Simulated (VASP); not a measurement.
Band structure of Ta (space group Fm-3m). All values below come from r2SCAN meta-GGA, VASP's PBE PAW potentials (set 64) (plane waves; VASP).

Unless said otherwise, spin-orbit coupling is left out, though it shifts the bands of the heavy elements here.

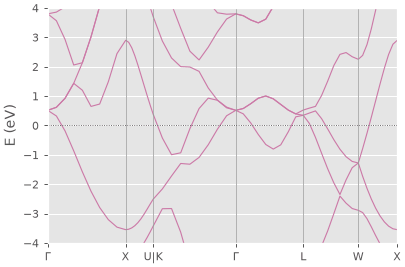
Figure. Bands along high-symmetry lines, zero at the valence-band maximum or, without a gap, the Fermi level

**Question.** Read the plot: is there a gap, and where are the band edges?

**Answer.** It has no gap at this level: it comes out as a metal or semimetal.

The structure comes from a computed database's Ta entry (Fm-3m); how it stands against other phases isn't given here. It was relaxed first.
